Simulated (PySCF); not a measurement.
**A series of small molecules: fluorosilanes SiH(4-n)F(n)**

Gas-phase molecules at GFN2-xTB geometries (not checked as minima at the level of the calculation), B3LYP/def2-SVPD with PySCF. The ionisation energy is E(cation) − E(neutral) at fixed geometry, without spin-orbit coupling; where the highest orbital is degenerate, the cation is one component. LUMO energies depend on the basis. GFN2-xTB bonds to atoms past the second row can be off by 0.02 to 0.07 Å and angles by up to several degrees, which can move orbital and ionisation energies by up to 0.5 eV and charges by 0.01 to 0.02 e, so small steps and misses may come from the geometries. Volumes are summed on a coarse grid and good to about 2 %.

| molecule | n | Hirshfeld charge of the central atom (e) | HOMO energy (eV) | vertical ionisation energy (eV) | HOMO–LUMO gap (eV) | volume inside the 0.001 a.u. surface (Å³) |
| --- | --- | --- | --- | --- | --- | --- |
| SiH4 | 0 | 0.315 | −9.69 | 12.53 | 10.01 | 62 |
| SiH3F | 1 | ? | ? | ? | ? | ? |
| SiH2F2 | 2 | 0.538 | −9.99 | 12.91 | 9.72 | 67 |
| SiHF3 | 3 | 0.616 | −11.47 | 14.47 | 11.69 | 69 |
| SiF4 | 4 | 0.694 | −12.65 | 15.50 | 11.93 | 72 |

The results for SiH3F are withheld.

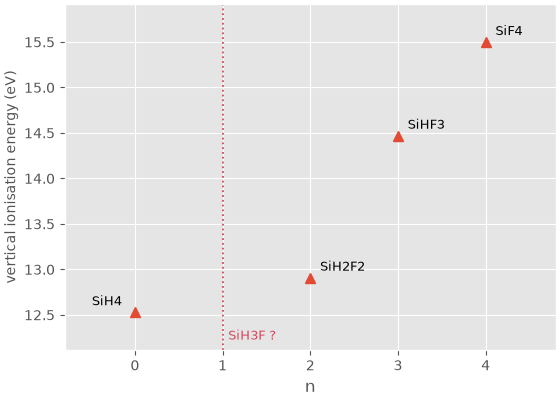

Question: Estimate the vertical ionisation energy for SiH3F from its trend with n.

Answer: A least-squares line through the four given members is y = 12.17 + 0.75 x, with R² = 0.86 and a scatter of 0.64 eV; SiH2F2 lies farthest from it (−0.76 eV). At x = 1 it gives 12.92 eV. For a new member the 90 % prediction interval is ±2.23 eV.

Question: How does the computed value compare?

Answer: The calculation gives 12.59 eV, 0.33 eV below the estimate (0.5 times the scatter, 11 % of the range of the series): inside the prediction interval, which is so wide that this tests little. Its other results: Hirshfeld charge of the central atom 0.443 e, HOMO energy −9.68 eV, HOMO–LUMO gap 9.21 eV and volume inside the 0.001 a.u. surface 64 Å³.

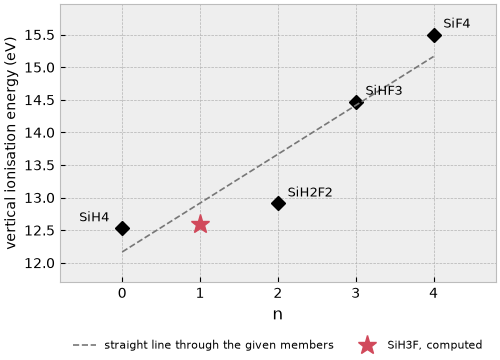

Over the series −ε(HOMO) lies 2.84 to 3.00 eV below the ionisation energy from total-energy differences, since this functional puts filled levels too high (delocalisation error). The pairing was chosen among those with R² above 0.80; series and pairings with weaker trends are left out of this set.

The single runs took from 3.8 s to 119 s, on 1 thread of shared hosts (Intel(R) Xeon(R) Platinum 8175M CPU @ 2.50GHz (Skylake/Cascade Lake) and Intel(R) Xeon(R) Platinum 8259CL CPU @ 2.50GHz (Skylake/Cascade Lake)).
